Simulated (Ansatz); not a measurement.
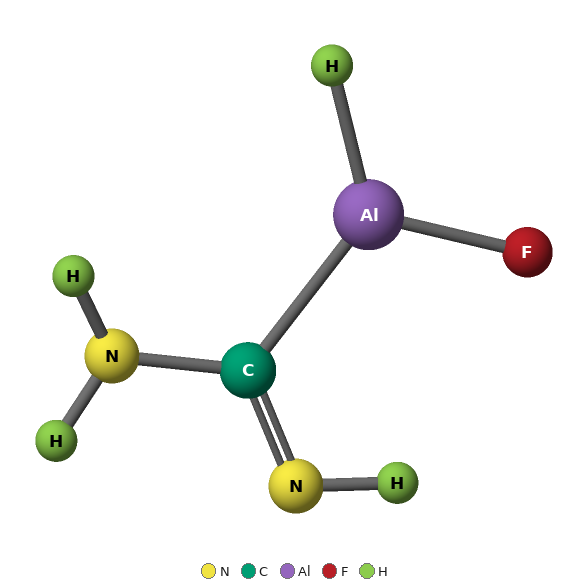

Harmonic vibrations computed with RKS PBE0-D4/def2-TZVP (Ansatz 0.2.0) at a stationary point of the same level.

> How many imaginary frequencies does it have?

A minimum: no imaginary frequency, and the lowest mode lies at 75 cm⁻¹.

> How many vibrational modes are there, and where do they lie?

21 modes: 75, 113, 261, 279, 317, 403, 498, 600, 622, 665, 850, 867, 1112, 1163, 1380, 1616, 1649, 1955, 3523, 3568, 3726 cm⁻¹.
